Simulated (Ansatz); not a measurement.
# Ta3N5 (Cmcm): how G0W0 depends on its starting point

One-shot GW is not self-consistent; how far does the start matter for Ta3N5 (Cmcm)?

Main program and level: Ansatz 0.2.0; G0W0 on several functionals, plane waves, PAW.

In doubt: masses and optical values from hybrid runs of this build are listed as unsure (step 3), which bears on the screening that GW takes from such a start.

### Step 1. Set-up

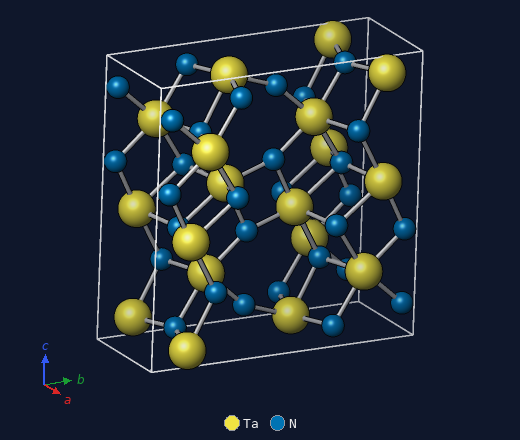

Start, viewed slightly off an axis; tantalum yellow, nitrogen blue. This picture shows the conventional cell, with its axes. Some periodic images of atoms are drawn too.

As a file:

```cif
data_structure
_symmetry_space_group_name_H-M 'P 1'
_symmetry_Int_Tables_number 1
_cell_length_a 5.4631
_cell_length_b 5.4631
_cell_length_c 10.2624
_cell_angle_alpha 90.000
_cell_angle_beta 90.000
_cell_angle_gamma 138.330
_cell_volume 203.63
loop_
_atom_site_label
_atom_site_type_symbol
_atom_site_fract_x
_atom_site_fract_y
_atom_site_fract_z
_atom_site_occupancy
Ta1 Ta 0.80290 0.19710 0.25000 1
Ta2 Ta 0.19710 0.80290 0.75000 1
Ta3 Ta 0.86545 0.13455 0.55906 1
Ta4 Ta 0.13455 0.86545 0.05906 1
Ta5 Ta 0.13455 0.86545 0.44094 1
Ta6 Ta 0.86545 0.13455 0.94094 1
N7 N 0.23678 0.76322 0.25000 1
N8 N 0.76322 0.23678 0.75000 1
N9 N 0.95299 0.04701 0.11949 1
N10 N 0.04701 0.95299 0.61949 1
N11 N 0.04701 0.95299 0.88051 1
N12 N 0.95299 0.04701 0.38051 1
N13 N 0.69138 0.30862 0.07378 1
N14 N 0.30862 0.69138 0.57378 1
N15 N 0.30862 0.69138 0.92622 1
N16 N 0.69138 0.30862 0.42622 1
```

The cell and positions come from the Crystallography Open Database and are kept as given unless a step says otherwise. Spin-orbit coupling is left out unless a step names it.

### Step 2. G0W0 on LDA

Now the one-shot GW correction: screening in the RPA, then the self-energy of the levels asked for. This step takes PAW set soft_1 files.

This step: G0W0 on LDA, plane waves, PAW; PAW set soft_1.

input.yaml

```yaml
crystal:
  lattice:
    - [1.9431, -5.1059, 0.0]
    - [1.9431, 5.1059, 0.0]
    - [0.0, 0.0, 10.2624]
  atoms:
    - { symbol: Ta, position: [0.8029, 0.1971, 0.25] }
    - { symbol: Ta, position: [0.1971, 0.8029, 0.75] }
    - { symbol: Ta, position: [0.86545, 0.13455, 0.55906] }
    - { symbol: Ta, position: [0.13455, 0.86545, 0.05906] }
    - { symbol: Ta, position: [0.13455, 0.86545, 0.44094] }
    - { symbol: Ta, position: [0.86545, 0.13455, 0.94094] }
    - { symbol: "N", position: [0.23678, 0.76322, 0.25] }
    - { symbol: "N", position: [0.76322, 0.23678, 0.75] }
    - { symbol: "N", position: [0.95299, 0.04701, 0.11949] }
    - { symbol: "N", position: [0.04701, 0.95299, 0.61949] }
    - { symbol: "N", position: [0.04701, 0.95299, 0.88051] }
    - { symbol: "N", position: [0.95299, 0.04701, 0.38051] }
    - { symbol: "N", position: [0.69138, 0.30862, 0.07378] }
    - { symbol: "N", position: [0.30862, 0.69138, 0.57378] }
    - { symbol: "N", position: [0.30862, 0.69138, 0.92622] }
    - { symbol: "N", position: [0.69138, 0.30862, 0.42622] }
kpoints:
  mp_grid: { grid: [4, 4, 2] }
hamiltonian:
  xc: lda
  pseudopotentials: { kind: paw, azcp: { folder: soft_1 }, xc_functional: pbe }
scf:
  occupations: { method: fixed }
gw:
  n_empty_bands: 462
  ecut_chi: 100
  qp_bands: [v4, c4]
  qp_kpoints: band_edges
  screening: { model: contour_deformation }
```

The run is started by

```console
ansatz run input.yaml --threads 2 --pin off --max-ram 92160MiB --backend cuda --events-out ev --progress --plain --runs-dir out --devices 1 --max-vram 13GiB
```

Numbers of over 12 decimals in the logs are rounded to 6 here.

The program printed:

```text
GPUs: using 1 of 1 available (devices: 1).
Engine: ansatz 0.2.0, x86_64-unknown-linux-gnu
Pseudopotentials: kind: paw
Pseudopotential: Ta, paw, valence charge 13, recommended cutoff 420 eV (normal), soft_1/Ta.paw.azcp
Pseudopotential: N, paw, valence charge 5, recommended cutoff 420 eV (normal), soft_1/N.paw.azcp
Functional definition: SPW92
  exchange = slater_x
  correlation = pw_c
device memory: the entry about to start is reckoned to put 3.2 GiB on a device that reports 52.3 GiB free (of which the cap on the GPU budget leaves the run 13.0 GiB)
GPU FFT provider: cuFFT
GPU libraries: cuBLAS 13.8.2, cuFFT 12.4.0, cuSOLVER 12.3.4
Crystal: 16 atoms, lattice volume = 203.632 Å³
Basis set: ecut = 420 eV, 3985 PW (Γ)
Bands: 80, of which v1, the nominal top of the filled ones, is band 64 counted from 1 (63 counted from 0)
Symmetry: 8 space group operations
Space group: Cmcm (ITA 63), of the structure as read, at distance tolerance 5.9e-5 Å
k-points: 14 of 32
Non-local potential: Ta, projectors of the file, l = 0: 3, l = 1: 2, l = 2: 2, l = 3: 1
Non-local potential: N, projectors of the file, l = 0: 2, l = 1: 2, l = 2: 1
PAW form: soft (Blöchl's): semilocal exchange-correlation on the pseudo side does not see the compensation charge
PAW frozen core: Ta, regenerated for the run's functional, and the local potential with it (the file was generated under x = pbe(κ = 0.804, μ = 0.219515), c = pbe(β = 0.066725))
PAW frozen core: N, regenerated for the run's functional, and the local potential with it (the file was generated under x = pbe(κ = 0.804, μ = 0.219515), c = pbe(β = 0.066725))
PAW one-centre angular grid: Ta, 590 points (default); XC on 64 Gauss nodes
PAW one-centre angular grid: N, 110 points (default); XC on 64 Gauss nodes
Initial density: superposition of atomic densities (chi_scale 0.1, normalization cell, long waves kept (reshape's long-wave potential 0.01 eV rms))
Initial wavefunctions: pseudopotential atomic-orbital guess
GPU buffer pool allocated for 115200 grid points (all kernels)
GPU transforms: local potential and band sums: pruned to the plane-wave sphere, on 40×40×72
Functional: x = slater, c = lda
SCF iter   1: F=—  HF=-61864.970500 eV  |F-HF|=—  |Δ(HF+E_count)|=         —  Δρ=1.10e-1  dr2=2.80e1  ethr=3.10e-3  ⟨swp⟩=4.5  Hψ=3833  notcnv=0  defer=190
preconditioner: auto → Resta (q_TF=auto, 2.525 Å⁻¹)  ε∞=6.3  [insulator: Δε(μ)=2.655 eV  Ē_g=10.129 eV  n_scr=56 (ndim 8)  ℏωp=23.3 eV  f_vac=0.013  ε∞_Penn≈6.3]
SCF iter   2: F=—  HF=-61858.267622 eV  |F-HF|=—  |Δ(HF+E_count)|=    6.70e0  Δρ=4.41e-2  dr2=2.58e0  ethr=3.10e-3  ⟨swp⟩=2.8  Hψ=2006  notcnv=0  defer=183
SCF iter   3: F=—  HF=-61857.720284 eV  |F-HF|=—  |Δ(HF+E_count)|=   5.47e-1  Δρ=2.26e-2  dr2=9.08e-1  ethr=2.01e-3  ⟨swp⟩=2.0  Hψ=1340  notcnv=0  defer=195
SCF iter   4: F=—  HF=-61857.503078 eV  |F-HF|=—  |Δ(HF+E_count)|=   2.17e-1  Δρ=1.12e-2  dr2=3.05e-1  ethr=7.09e-4  ⟨swp⟩=2.1  Hψ=1424  notcnv=0  defer=192
SCF iter   5: F=—  HF=-61857.429572 eV  |F-HF|=—  |Δ(HF+E_count)|=   7.35e-2  Δρ=2.05e-3  dr2=2.05e-2  ethr=2.39e-4  ⟨swp⟩=2.1  Hψ=1536  notcnv=0  defer=194
SCF iter   6: F=—  HF=-61857.427091 eV  |F-HF|=—  |Δ(HF+E_count)|=   2.48e-3  Δρ=6.54e-4  dr2=2.02e-3  ethr=1.60e-5  ⟨swp⟩=2.0  Hψ=1575  notcnv=0  defer=195
SCF iter   7: F=—  HF=-61857.427167 eV  |F-HF|=—  |Δ(HF+E_count)|=   7.56e-5  Δρ=2.24e-4  dr2=1.43e-4  ethr=1.57e-6  ⟨swp⟩=2.0  Hψ=1435  notcnv=0  defer=193
SCF iter   8: F=—  HF=-61857.427208 eV  |F-HF|=—  |Δ(HF+E_count)|=   4.07e-5  Δρ=1.28e-4  dr2=4.29e-5  ethr=1.11e-7  ⟨swp⟩=2.0  Hψ=1541  notcnv=0  defer=165
SCF iter   9: F=—  HF=-61857.427209 eV  |F-HF|=—  |Δ(HF+E_count)|=   1.72e-6  Δρ=7.35e-5  dr2=1.24e-5  ethr=3.35e-8  ⟨swp⟩=2.0  Hψ=1593  notcnv=0  defer=140
SCF iter  10: F=—  HF=-61857.427208 eV  |F-HF|=—  |Δ(HF+E_count)|=   1.66e-6  Δρ=1.34e-5  dr2=4.65e-7  ethr=9.70e-9  ⟨swp⟩=2.0  Hψ=1513  notcnv=0  defer=139
SCF iter  11: F=-61857.427208 eV  HF=-61857.427208 eV  |F-HF|=3.93e-8  |Δ(HF+E_count)|=   1.76e-7  Δρ=5.87e-6  dr2=8.34e-8  ethr=7.81e-11  ⟨swp⟩=11.8  Hψ=4074  notcnv=0
SCF 1 converged in 11 iterations: F = -61857.427208 eV  dr2 = 8.34e-8
  greatest PAW one-centre occupation: 0.999 electrons in one spin orbital (limit 2), on the Ta atom at site 1 (counted from 0), in its partial waves of l = 0
device memory: the entry about to start is reckoned to put 3.8 GiB (of the 3.9 GiB reckoned in all, the device holds 0.1 GiB already) on a device that reports 49.9 GiB free (of which the cap on the GPU budget leaves the run 12.9 GiB)
NSCF: frozen V_eff on 14 k-points
the band table was solved once the SCF had ended and its energy, with any forces and stress, was formed, with the checks that follow a solve (4365 applications of the Hamiltonian). They found nothing against the state; the energy, forces and stress were not computed again (output.eigenvalues in the input reference)
device memory: the entry about to start is reckoned to put 3.9 GiB on a device that reports 50.2 GiB free (of which the cap on the GPU budget leaves the run 13.0 GiB)
NSCF: frozen V_eff on 14 k-points
G₀W₀ screening: q 1/14
[... further progress lines ...]
device memory: the entry about to start is reckoned to put 1.3 GiB on a device that reports 44.6 GiB free (of which the cap on the GPU budget leaves the run 13.0 GiB)
NSCF: frozen V_eff on 1 k-points
device memory: the entry about to start is reckoned to put 1.3 GiB on a device that reports 45.0 GiB free (of which the cap on the GPU budget leaves the run 13.0 GiB)
NSCF: frozen V_eff on 1 k-points
SCF converged after 11 iterations
Free energy (F): -61857.427208 eV
Harris-Foulkes:  -61857.427208 eV  (|F-HF|=3.93e-8)
Internal energy: -61857.427208 eV  (E = F + TS)
E sigma→0 (E₀):  -61857.427208 eV
Fermi energy:    11.504656 eV
--- Per-component energies (eV) ---
  E_band       = -1040.023261
  E_kinetic    = 3616.231741
  E_local      = -7373.115048  (includes V_loc(G=0)·N_el)
  E_nonlocal   = 335.132949
  E_hartree    = 2690.418017
  E_xc         = -2490.039322
  E_vxc        = -2141.640112  (∫ρ·V_xc dr)
  E_paw        = -49534.980711  (= ΣΔE_a)
  E_vpaw       = -857.478623  (= ΣTr[D̂ρ^β])
  E_aug_tail   = 0.009281  (compensation charges beyond the density's cutoff)
  E_ewald      = -9103.438537
  E_core_change = 2.354423  (= ΣΔE_core)
  E_smearing   = -0.000000  (= −TS)
  E_closure    = -0.000000  (closes the sum)
  Σ components = -61857.427208   (vs F -61857.427208, Δ=0.00e0)
--- Band table (eV; the first three rows and the last of 14) ---
  k-point 0: bands = [... 60 lower, 10.7078, 11.0238, 11.2545, 11.5047, 12.9008, 13.2184, 13.6041, 13.9085, ... 12 higher]
  k-point 1: bands = [... 60 lower, 10.8162, 10.8162, 10.9880, 10.9880, 13.0907, 13.0907, 13.9806, 13.9806, ... 12 higher]
  k-point 2: bands = [... 60 lower, 10.6254, 10.7514, 10.9152, 11.4205, 13.4283, 14.0203, 14.1446, 14.3602, ... 12 higher]
  k-point 13: bands = [... 60 lower, 10.3415, 10.3415, 10.9425, 10.9425, 13.0375, 13.0375, 14.1739, 14.1739, ... 12 higher]
--- G₀W₀: contour deformation, 7 samples at zero and on the imaginary axis and 1 off it, 32 q-points, 462 empty bands' worth ---
  eigenvalues of the whole cell's RPA ε∞ on this k-mesh (on a slab, of 1 + 4πα/V) = 10.9162, 10.9216, 14.1183; static W/v taken at q = 0 is 0.081359
  gw.qp_kpoints: band_edges: 13 of 14 stored k-points solved, in 1 pass; an edge of the gap read off the rows below is read off those points alone
    valence top: of the k-points left out ik 7 came nearest to being solved in a further pass, in band 64 (counted from 1, as in the quasiparticle table): it holds the edge there only if its correction is more favourable than any solved in that band by at least 0.859 eV; those differ by 0.091 eV
    conduction bottom: of the k-points left out ik 7 came nearest to being solved in a further pass, in band 66 (counted from 1, as in the quasiparticle table): it holds the edge there only if its correction is more favourable than any solved in that band by at least 1.112 eV; those differ by 0.068 eV
    ik  band        ε_KS         Σx   Σc(E_QP)       V_xc       Z   E_QP_lin       E_QP  E_QP is
     0    61     10.7078   -21.2017     2.9526   -18.3672  0.7440    10.8257    10.8260  root
     0    62     11.0238   -21.5509     2.9956   -18.7081  0.7440    11.1763    11.1767  root
     0    63     11.2545   -22.4630     3.0744   -19.5998  0.7511    11.4651    11.4658  root
     0    64     11.5047   -21.3368     2.5757   -18.9846  0.7504    11.7274    11.7282  root
     0    65     12.9008   -13.2976    -4.6296   -18.7893  0.7755    13.7788    13.7629  root
     0    66     13.2184   -13.7802    -4.4944   -19.1456  0.7715    14.1063    14.0894  root
     0    67     13.6041   -13.5220    -4.5719   -18.9585  0.7716    14.4859    14.4688  root
     0    68     13.9085   -13.1560    -5.1597   -19.2155  0.7633    14.8301    14.8083  root
     1    61     10.8162   -21.5572     3.0442   -18.6541  0.7429    10.9570    10.9573  root
     1    62     10.8162   -21.5572     3.0442   -18.6541  0.7429    10.9570    10.9573  root
     1    63     10.9880   -21.7612     2.9788   -18.9457  0.7496    11.1509    11.1513  root
     1    64     10.9880   -21.7612     2.9788   -18.9457  0.7496    11.1509    11.1513  root
     1    65     13.0907   -13.7433    -4.4708   -19.0791  0.7725    13.9720    13.9557  root
     1    66     13.0907   -13.7433    -4.4708   -19.0791  0.7725    13.9720    13.9557  root
     1    67     13.9806   -13.3762    -4.6689   -18.9163  0.7684    14.8706    14.8518  root
     1    68     13.9806   -13.3762    -4.6689   -18.9163  0.7684    14.8706    14.8518  root
     2    61     10.6254   -21.2013     2.9994   -18.3206  0.7427    10.7439    10.7441  root
     2    62     10.7514   -20.6886     2.6084   -18.2421  0.7454    10.9129    10.9133  root
     2    63     10.9152   -21.2529     2.8952   -18.5200  0.7450    11.0771    11.0775  root
     2    64     11.4205   -21.3976     2.7383   -18.8529  0.7486    11.6136    11.6142  root
     2    65     13.4283   -13.4296    -4.5150   -18.8041  0.7743    14.3040    14.2878  root
     2    66     14.0203   -13.6282    -4.6394   -19.1552  0.7629    14.9281    14.9080  root
     2    67     14.1446   -12.7290    -4.7479   -18.3279  0.7704    15.0138    14.9957  root
     2    68     14.3602   -13.7804    -5.0178   -19.7207  0.7591    15.3065    15.2827  root
[...]
13    61     10.3415   -21.3053     3.1703   -18.2111  0.7403    10.4176    10.4177  root
    13    62     10.3415   -21.3053     3.1703   -18.2111  0.7403    10.4176    10.4177  root
    13    63     10.9425   -21.4795     2.9670   -18.6613  0.7447    11.0909    11.0913  root
    13    64     10.9425   -21.4795     2.9670   -18.6613  0.7447    11.0909    11.0913  root
    13    65     13.0375   -13.5669    -4.4617   -18.8760  0.7723    13.9004    13.8848  root
    13    66     13.0375   -13.5669    -4.4617   -18.8760  0.7723    13.9004    13.8848  root
    13    67     14.1739   -13.2006    -4.4919   -18.5400  0.7671    15.0385    15.0213  root
    13    68     14.1739   -13.2006    -4.4919   -18.5400  0.7671    15.0385    15.0213  root
```

It took 37 s on 1 × NVIDIA H100 80GB HBM3 (shared by 6 runs) with 2 threads of AMD EPYC 7R13 (Zen 3), shared host; peak memory 2.1 GiB.

In the SCF lines HF is the Harris–Foulkes energy and dr2 the Hartree energy of the density residual, in eV; the loop may stop once dr2 is under the threshold and the program's other checks hold. Hψ counts applications of the Hamiltonian.

Numbers from this step:

```yaml
bands_summed: 526
rpa_eps_infinity_on_this_mesh_eigenvalues: 10.92, 10.92, 14.12
plane_waves_in_the_screening_matrix: 475
q_points_in_the_mesh: 32
g0w0_gap_on_the_mesh: 1.773 eV
k_of_the_valence_top: 0, 0, 0
k_of_the_conduction_bottom: -0.5, -0.5, 0
starting_gap_on_the_mesh: 1.155 eV
z_at_the_valence_top: 0.7504
z_at_the_conduction_bottom: 0.7788
least_direct_g0w0_gap_on_the_computed_points: 2.002 eV
```

The gap on the mesh goes from 1.16 eV to 1.77 eV, a correction of +0.62 eV. Between the two edge states, bare exchange in place of the xc potential would open the gap by 7.80 eV, and correlation takes back 7.18 eV.

### Step 3. G0W0 on HSE06

The same correction from a different start measures what one shot leaves open.

This step: G0W0 on HSE06, plane waves, PAW; PAW set soft_1.

input.yaml: that of step 2 with these lines changed.

```diff
@@ -25,4 +25,4 @@
 hamiltonian:
-  xc: lda
-  pseudopotentials: { kind: paw, azcp: { folder: soft_1 }, xc_functional: pbe }
+  xc: hse06
+  pseudopotentials: { kind: paw, azcp: { folder: soft_1 } }
 scf:
```

The program printed:

```text
GPUs: using 1 of 1 available (devices: 1).
[...]
davidson cushion auto → on  (no smearing: the cushion is to keep the highest requested band from converging to the state above it; pin scf.eigensolver.cushion to override)
[...]
GPU FFT provider: cuFFT
GPU libraries: cuBLAS 13.8.2, cuFFT 12.4.0, cuSOLVER 12.3.4
Crystal: 16 atoms, lattice volume = 203.632 Å³
Basis set: ecut = 420 eV, 3985 PW (Γ)
Bands: 80, of which v1, the nominal top of the filled ones, is band 64 counted from 1 (63 counted from 0)
Symmetry: 8 space group operations
[...]
k-points: 14 of 32
[...]
GPU buffer pool allocated for 115200 grid points (all kernels)
[...]
SCF iter   1: F=—  HF=-63464.654613 eV  |F-HF|=—  |Δ(HF+E_count)|=         —  Δρ=1.22e-1  dr2=3.52e1  ethr=1.00e-1  ⟨swp⟩=3.1  Hψ=3460  notcnv=0
[...]
SCF iter   8: F=-63456.112276 eV  HF=-63456.112283 eV  |F-HF|=6.76e-6  |Δ(HF+E_count)|=   2.77e-5  Δρ=1.28e-4  dr2=1.68e-5  ethr=3.56e-7  ⟨swp⟩=3.1  Hψ=2741  notcnv=0
SCF 1 stopped early in 8 iterations: F = -63456.112276 eV  dr2 = 1.68e-5
[...]
GPU FFT provider: cuFFT
GPU libraries: cuBLAS 13.8.2, cuFFT 12.4.0, cuSOLVER 12.3.4
[...]
GPU buffer pool allocated for 115200 grid points (all kernels)
[...]
Frozen-core exchange: fock
[...]
Internal energy: -63458.806987 eV  (E = F + TS)
E sigma→0 (E₀):  -63458.806987 eV
Fermi energy:    11.266661 eV
[...]
--- Band table (eV; the first three rows and the last of 14) ---
  k-point 0: bands = [... 60 lower, 10.3705, 10.6741, 10.9008, 11.2667, 13.7599, 14.0586, 14.4795, 14.8909, ... 4 higher]
  k-point 1: bands = [... 60 lower, 10.4513, 10.4513, 10.6407, 10.6407, 13.9279, 13.9279, 14.8840, 14.8840, ... 4 higher]
  k-point 2: bands = [... 60 lower, 10.2611, 10.4872, 10.5915, 11.1433, 14.2823, 14.9185, 15.0657, 15.3008, ... 4 higher]
  k-point 13: bands = [... 60 lower, 9.9316, 9.9316, 10.5920, 10.5920, 13.8740, 13.8740, 15.0543, 15.0543, ... 4 higher]
  guard bands above this table: 8 of the run's 80 bands. The solve was not asked for them (output.publish_guard_bands: true or output.eigenvalues: true publishes all)
[...]
0    61     10.3705   -21.2643     2.8959   -18.7564  0.7795    10.7569    10.7585  root
     0    62     10.6741   -21.7055     2.9424   -19.2042  0.7798    11.1132    11.1152  root
     0    63     10.9008   -22.6197     3.0230   -20.0963  0.7854    11.3981    11.4004  root
     0    64     11.2667   -21.5486     2.6178   -19.3763  0.7852    11.7104    11.7121  root
     0    65     13.7599   -12.8214    -4.4655   -17.5770  0.8071    14.0508    14.0500  root
     0    66     14.0586   -13.2044    -4.3454   -17.8721  0.8045    14.3819    14.3809  root
     0    67     14.4795   -13.0377    -4.4081   -17.7537  0.8045    14.7884    14.7874  root
     0    68     14.8909   -12.7438    -4.8687   -17.8717  0.7972    15.1508    15.1500  root
[...]
13    65     13.8740   -12.9719    -4.3328   -17.6059  0.8054    14.1761    14.1752  root
    13    66     13.8740   -12.9719    -4.3328   -17.6059  0.8054    14.1761    14.1752  root
    13    67     15.0543   -12.7755    -4.2635   -17.3639  0.8018    15.3805    15.3793  root
    13    68     15.0543   -12.7755    -4.2635   -17.3639  0.8018    15.3805    15.3793  root
[key lines of the parts left out:]
Free energy (F): -63458.806987 eV
```

Elapsed: 2.4 min, on 1 × NVIDIA H100 80GB HBM3 (shared by 6 runs) with 2 threads; peak memory 3 GiB; 3 min of CPU time.

Numbers from this step:

```yaml
bands_summed: 526
rpa_eps_infinity_on_this_mesh_eigenvalues: 7.386, 7.511, 8.073
plane_waves_in_the_screening_matrix: 475
q_points_in_the_mesh: 32
g0w0_gap_on_the_mesh: 2.069 eV
k_of_the_valence_top: 0, 0, 0
k_of_the_conduction_bottom: -0.5, -0.5, 0
starting_gap_on_the_mesh: 2.246 eV
z_at_the_valence_top: 0.7852
z_at_the_conduction_bottom: 0.8097
least_direct_g0w0_gap_on_the_computed_points: 2.309 eV
```

Against the run with 4×4×2 mesh, 462 empty bands, screening to 100 eV, PAW set soft_1 files on LDA, the gap moves by +0.30 eV, while the start moved by +1.09 eV.

(Part 1 of 2 ends here.)

[Paths, hosts, dates, memory and timing lines, banners, echoed tables and standing remarks are left out of the program output.]

[Logs are printed without paths, hosts, clocks, repeated set-up lines and the standing remarks that a program may print on its own settings, such as how far it seeks lower states.]

[Runs of the session that timed out or met a known fault of the program may be left out.]

[Cells called generated may have been cut or substituted from an entry of the Crystallography Open Database or the Materials Project.]

[Hosts, paths, dates, database ids (printed as entryN), source tags and the programs' standing remarks are cut or masked in the printed files.]
